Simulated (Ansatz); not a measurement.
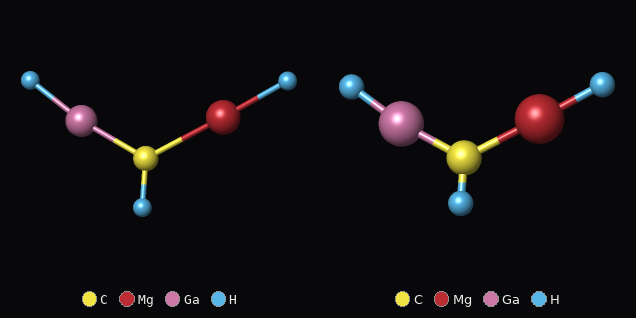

Both panels show the same species.

Give the formula.

CH₃GaMg, 6 atoms: 1 carbon, 3 hydrogen, 1 gallium and 1 magnesium.

Give the symmetry (Schoenflies symbol).

Cs.

How many bonds of each kind are drawn?

1 C–Mg, 1 C–H, 1 Mg–H, 1 C–Ga, 1 Ga–H. Sticks follow a distance rule.

More results for the same structure follow; atom numbers are the same in all pictures, views and colours differ. Computed geometry: PBE0-D4/def2-TZVP optimisation. No frequency run is at hand to confirm it as a minimum.

### Shape

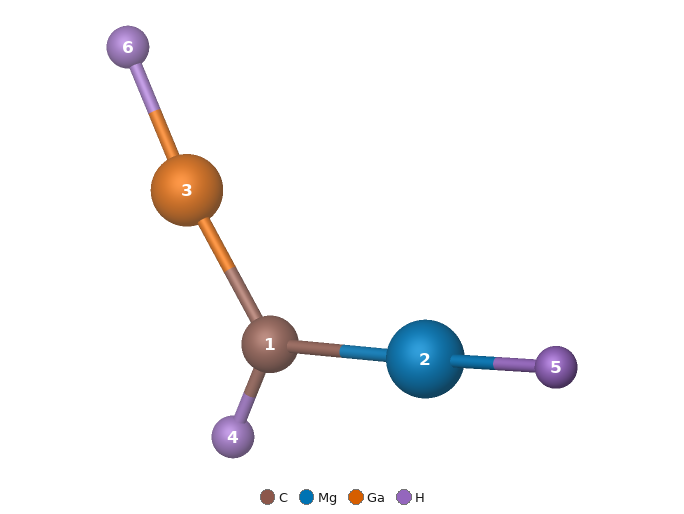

Numbered structure. No frequency run is at hand to confirm it as a minimum.

Describe the coordination of atom 2.

Mg2 has 2 neighbours (C1 at 2.02, H5 at 1.71 Å); the arrangement is linear.

Describe the coordination of atom 3.

Ga3 has 2 neighbours (C1 at 1.77, H6 at 1.54 Å); the arrangement is linear.

How are the neighbours of atom 1 arranged?

C1 has 3 neighbours (Mg2 at 2.02, Ga3 at 1.77, H4 at 1.09 Å); the arrangement is trigonal planar.

### Charges

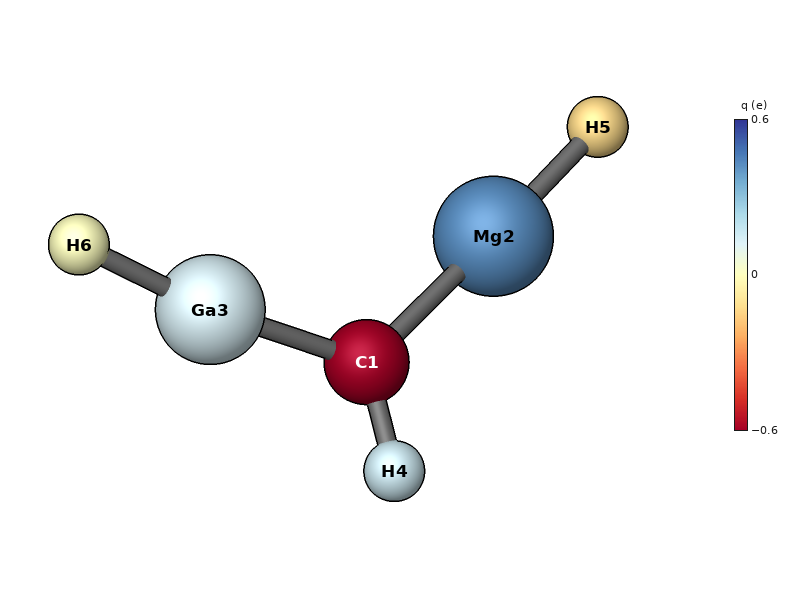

Atoms are coloured by their Mulliken charges. No frequency run is at hand to confirm it as a minimum. Method: RKS PBE0-D4/def2-TZVP (Ansatz 0.2.0).

Give the Mulliken charges atom by atom.

| atom | value (e) |
| --- | --- |
| C1 | −0.59 |
| Mg2 | 0.43 |
| Ga3 | 0.14 |
| H4 | 0.16 |
| H5 | −0.13 |
| H6 | 0.00 |

### Dipole moment

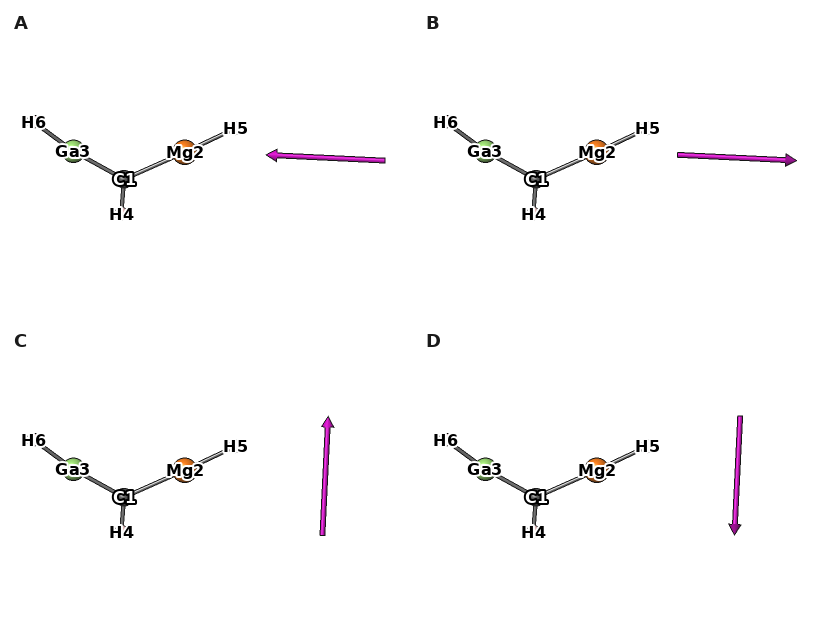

The same molecule four times, each with an arrow. No frequency run is at hand to confirm it as a minimum. Method: RKS PBE0-D4/def2-TZVP (Ansatz 0.2.0).

Which arrow points along the dipole moment, from the negative to the positive end?

A. The dipole moment is 2.07 D; it points from the side of H5 to the side of H6 (the outermost atoms at the two ends).

### Electronic properties

No frequency run is at hand to confirm it as a minimum. Properties computed with RKS PBE0-D4/def2-TZVPP (Ansatz 0.2.0).

Computed properties:

- HOMO energy (Kohn–Sham orbital): −5.51 eV
- LUMO energy (Kohn–Sham orbital): −1.37 eV
- HOMO–LUMO gap: 4.14 eV

Mulliken values depend strongly on the basis set and can even reverse the polarity of a bond.
